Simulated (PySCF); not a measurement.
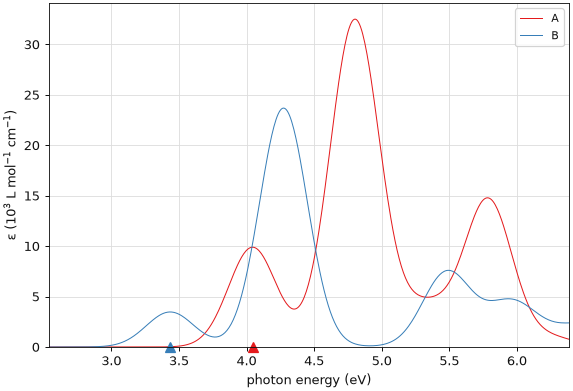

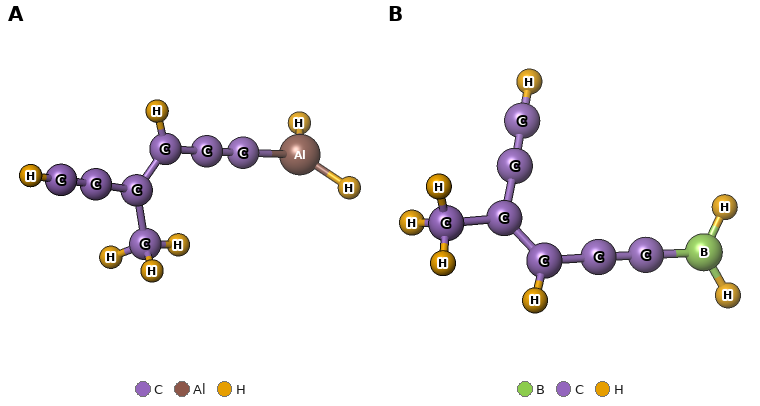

Related molecules: A is C₇H₇Al, SMILES C#C/C(C)=C/C#[C][AlH2], singlet; B is C₇H₇B, SMILES BC#C/C=C(/C)C#C. Vertical TDDFT absorption, CAM-B3LYP/def2-SVPD, PySCF 2.14.0, at a GFN2-xTB geometry (no frequency check); Gaussians of 1/e half-width 0.25 eV, triangles mark S1, and the range ends where the computed states of one molecule run out.

How does the lowest singlet move?

Answer. A: 4.04 eV (f = 0.153, mainly HOMO → LUMO (78 %)); B: 3.44 eV (f = 0.054, mainly HOMO−1 → LUMO (52 %)). From A to B it shifts 0.61 eV to the red; the leading orbital pair differs.

And the brightest state of each within the range drawn?

Answer. A: S3 at 4.85 eV, f = 0.27; B: S2 at 4.27 eV, f = 0.37.

Caveats, for all or some of the runs: core orbitals are frozen in the response; the tight-binding geometry is rougher than a DFT one and adds to the error.
